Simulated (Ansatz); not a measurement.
BeCdS₄

```xyz
12
Lattice="5.6780 0.0000 0.0494 0.0000 6.2186 0.0000 -0.0871 0.0000 6.2686" Properties=species:S:1:pos:R:3 pbc="T T T"
Be    2.6176    3.4278    1.9613
Be    2.9733    0.3185    4.3567
Cd    5.6499    6.1760    1.6387
Cd   -0.0591    3.0667    4.6792
S     2.3420    3.7434    4.0224
S     3.2330    2.2430    5.2090
S     0.7591    2.6031    1.0353
S     4.8972    3.5700    2.1654
S     4.8318    5.7124    5.2827
S     0.6936    0.4607    4.1526
S     3.2489    0.6341    2.2956
S     2.3579    5.3523    1.1090
```

Space group P2₁; a generated structure, not necessarily the stable one; changed on purpose from its base cell (volume × 0.97, shape and atoms relaxed).

Level of theory: DFT PBE, scalar-relativistic, plane waves, PAW (Ansatz 0.2.0).

Question: What can the converged valence pseudo-density and electron localisation function tell about the bonding?

Answer: Be–S (2.10 Å): ρ at the midpoint is about 0.67 e/Å³; the ELF peaks at about 0.95 between the atoms; a polar covalent bond.

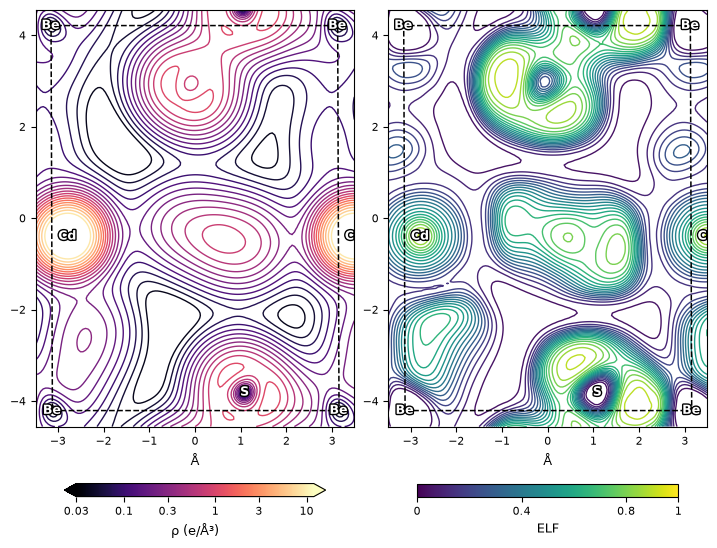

Computed valence pseudo-density and electron localisation function on the (11̄0) plane of the conventional cell, in this order. Atoms just off the plane (S, 0.3 Å away) can leave unmarked features too.

In a PAW calculation such maps are meaningful between the atoms, not at the nuclei.
